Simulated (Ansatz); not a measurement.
Formation energy of the localised charge states of Sc on the Al site + N vacancy in wurtzite AlN (start: the Al site; N 1.90 Å away; 96-site cell, 2×2×2 shifted sampling) against the Fermi level, Al-rich (Δμ(Al) = 0.00 eV, Δμ(N) = -2.74 eV, Δμ(Sc) = -1.81 eV, bounded by Al3Sc (Pm-3m); only phases computed here count, gases as isolated molecules at 0 K). Calculation: PBE, PAW (plane waves to 420 eV; Ansatz, an electronic-structure program).

Charges with a result: +2, +1, 0, −1. Others weren't obtained, and one of them could lie lower, also by skipping a charge.

Set-up: 96-site cell; 2×2×2 shifted k-points; host gap 4.03 eV; charged states image-corrected; not converged in cell size; flagged in the runs: a host whose relaxation on this sampling wasn't shown to rest.

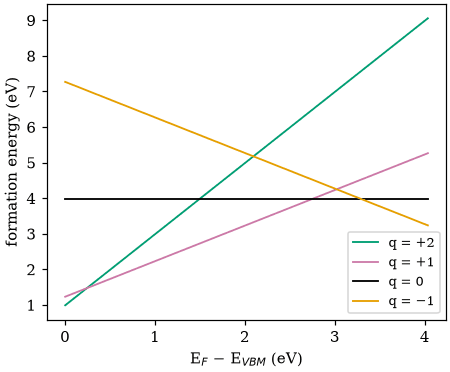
*Formation energy of each charge state against the Fermi level*

Crossings of the lowest lines: (+2/+1) at 0.24 eV; (+1/0) at 2.76 eV; (0/−1) at 3.28 eV. At the valence-band maximum: q = +2: 0.99 eV; q = +1: 1.23 eV; q = 0: 3.99 eV; q = −1: 7.27 eV.
